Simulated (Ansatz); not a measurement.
## Electronic structure of F₂H₄OSi₂···NH₃···H₂O in real space

Input

```
crystal:
  periodic: [false, false, false]
  atoms:
    - {symbol: Si, position_ang: [-0.615631, 0.736792, -0.634621]}
    - {symbol: Si, position_ang: [1.172119, -0.620552, -1.331096]}
    - {symbol: F, position_ang: [-1.339979, 0.707790, -2.113966]}
    - {symbol: F, position_ang: [-1.840730, -0.025391, 0.124927]}
    - {symbol: O, position_ang: [-0.542220, 2.384697, -0.490704]}
    - {symbol: H, position_ang: [0.252157, -0.126642, 1.660658]}
    - {symbol: N, position_ang: [0.194202, 0.816401, 1.269216]}
    - {symbol: H, position_ang: [-0.121926, -2.778902, 1.317340]}
    - {symbol: O, position_ang: [-0.475846, -1.969859, 1.693163]}
    - {symbol: H, position_ang: [2.288323, -0.669530, -0.338424]}
    - {symbol: H, position_ang: [0.699791, -2.023732, -1.514381]}
    - {symbol: H, position_ang: [1.738805, -0.156142, -2.625397]}
    - {symbol: H, position_ang: [-0.886872, 2.821259, -1.273418]}
    - {symbol: H, position_ang: [1.112602, 1.244517, 1.266440]}
    - {symbol: H, position_ang: [-0.411777, 1.381630, 1.855497]}
    - {symbol: H, position_ang: [-1.223016, -1.722236, 1.134764]}
basis:
  gaussian: {orbitals: def2-TZVPP}
hamiltonian: {xc: pbe0, dispersion: d4}
output: {orbitals: {seedname: orbitals}}
```

Run with:

```sh
ansatz run in.yaml --threads 5 --pin off --events-out ev --progress --plain --max-ram 66560MiB --backend cuda --devices 0, --max-vram 37GiB
```

The reactant side of a reaction path; geometry: PBE0-D4/def2-TZVP.

Theory: RKS PBE0-D4/def2-TZVPP in Ansatz.

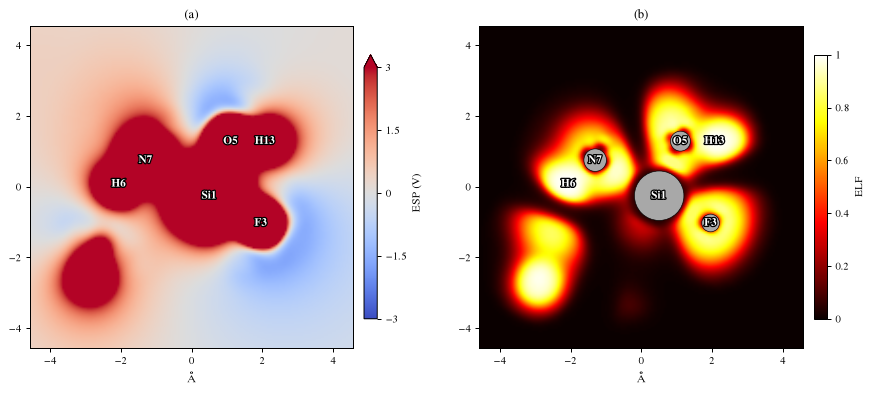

Figure 1. (a) electrostatic potential; (b) ELF on the plane of atoms Si1, O5 and H13. Grey discs cover the atomic cores in the ELF map.

### What do the fields say about this system?

The plane passes through Si, F, O, H and N nuclei. Si1···N7 (2.07 Å): the ELF peaks at about 0.95 between the atoms. Si–F (1.65 Å): the ELF peaks at about 0.85 in the valence shell of F, 0.6 Å from its nucleus, and is about 0.50 at the midpoint. Si–O (1.66 Å): the ELF peaks at about 0.85 between the atoms; a polar covalent bond. O–H (0.96 Å): the ELF climbs to about 1 towards the hydrogen, as it does in any bond to H; an ordinary covalent bond to hydrogen. N–H (1.02 Å): the ELF climbs to about 1 towards the hydrogen (a covalent bond by its length). The ELF also peaks beside F3, O9 and O5, away from the bonds: lone-pair regions. Outside the dense part of the complex the potential is most negative (−1.7 V) near F3.

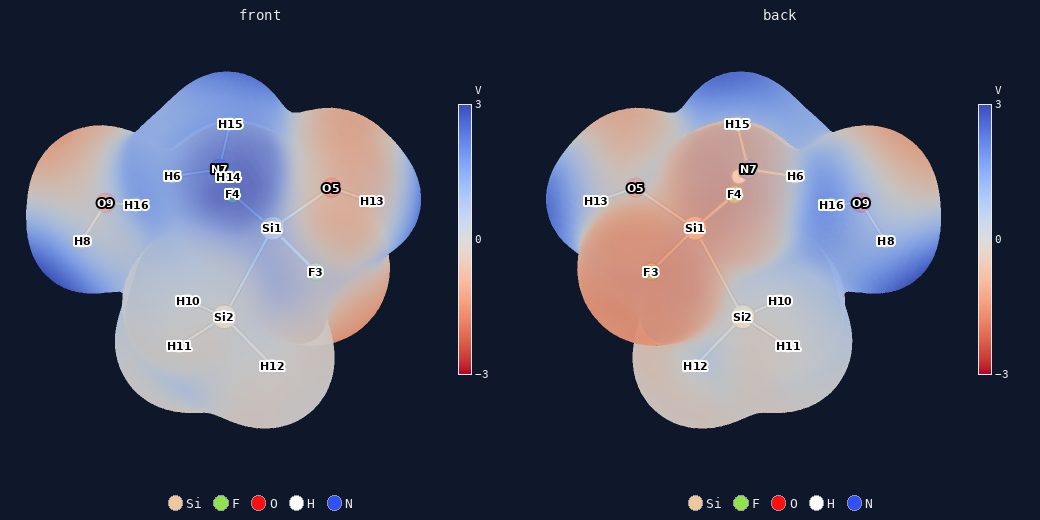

Figure 2. The molecular electrostatic potential painted on the density surface at 0.002 e/bohr³, seen from the front and from behind; the colour scale runs from red (negative) to blue (positive).

### Describe the electrostatic potential map.

The most negative region (about −1.6 V, or −37 kcal/mol for a unit charge) lies over F3, the most positive (about +2.6 V, or +60 kcal/mol for a unit charge) over H8.

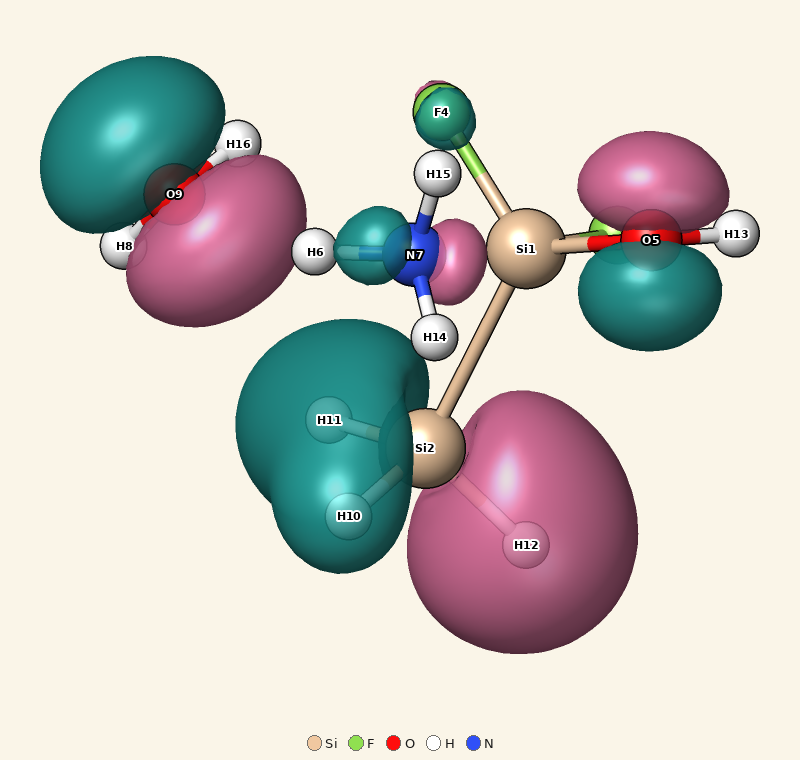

Figure 3. The HOMO−1 at ±0.08 Å⁻³ᐟ² (teal and pink are the two phases), seen at an oblique angle.

### Where does this orbital lie, and at what energy?

By Hirshfeld shares it lies mainly on O9 (about 35 %), Si2 (about 20 %), H12 (about 20 %), H11 (about 10 %) and O5 (about 5 %). Its energy is −9.42 eV.
